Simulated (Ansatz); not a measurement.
HfB₅

Input file:

```
crystal:
  lattice:
    - [0.0, 2.9670284067, 2.9670284067]
    - [2.9670284067, 0.0, 2.9670284067]
    - [2.9670284067, 2.9670284067, 0.0]
  atoms:
    - { symbol: Hf, position: [0.0, 0.0, 0.0] }
    - { symbol: B, position: [0.25, 0.25, 0.25] }
    - { symbol: B, position: [0.6091128285, 0.6091128285, 0.6091128285] }
    - { symbol: B, position: [0.1726615144, 0.6091128285, 0.6091128285] }
    - { symbol: B, position: [0.6091128285, 0.6091128285, 0.1726615144] }
    - { symbol: B, position: [0.6091128285, 0.1726615144, 0.6091128285] }
basis:
  ecutwfc: 420
kpoints:
  mp_grid: { grid: [12, 12, 12] }
hamiltonian:
  xc: pbe
scf:
  occupations: { method: gaussian, width: 0.1 }
output:
  forces: true
  stress: true
  eigenvalues: true
  write_density: true
  write_potential: true
  elf: true
  volumetric_format: npy
relax:
  adjacent_minimum: "off"
  f_tol: 0.01
  max_steps: 80
  cell: { stress_tol: 0.05 }
```

Launched as:

```sh
ansatz run input.yaml --threads 1 --pin off --max-ram 2560MiB --backend cpu --events-out ev --progress --plain --runs-dir out
```

Below, planes, directions and counts refer to the conventional cell (a = 5.94 Å, b = 5.94 Å, c = 5.94 Å, α = 90.00°, β = 90.00°, γ = 90.00°).

The fields are those of the relaxed geometry.

Space group F-43m; a structure generated by program, which may or may not match a known phase; computed without spin polarisation.

Level of theory: DFT PBE, scalar-relativistic, plane waves, PAW (Ansatz 0.2.0).

**What can the converged valence pseudo-density and electron localisation function tell about the bonding?**

B–B (1.83 Å): ρ at the midpoint is about 0.7 e/Å³; the ELF peaks at about 0.75 between the atoms.
Hf–B (2.50 Å): the density is about 0.36 e/Å³ at the midpoint; the ELF peaks at about 0.75 in the valence shell of B, 0.8 Å from its nucleus, and is about 0.20 at the midpoint.
Hf–B (2.57 Å): ρ is about 0.29 e/Å³ halfway; the ELF peaks at about 0.75 in the valence shell of B, 0.7 Å from its nucleus, and is about 0.20 at the midpoint.

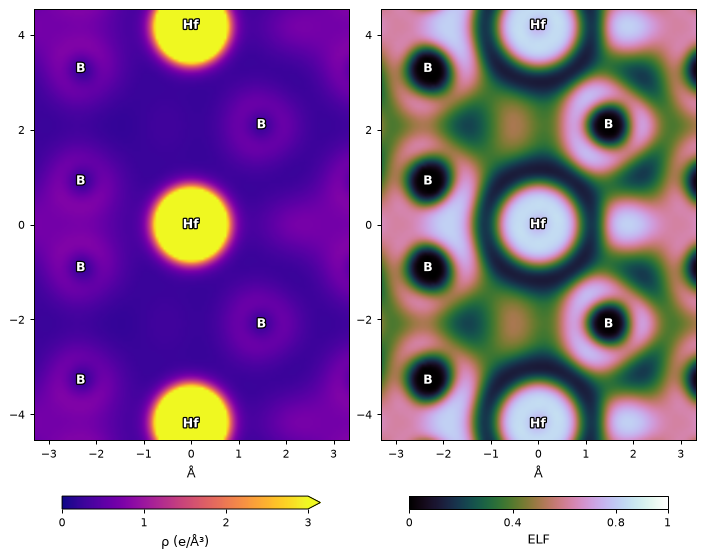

Computed valence pseudo-density and electron localisation function on the (011) plane of the conventional cell, in this order. Atoms just off the plane (B, 0.9 Å away) can leave unmarked features too.
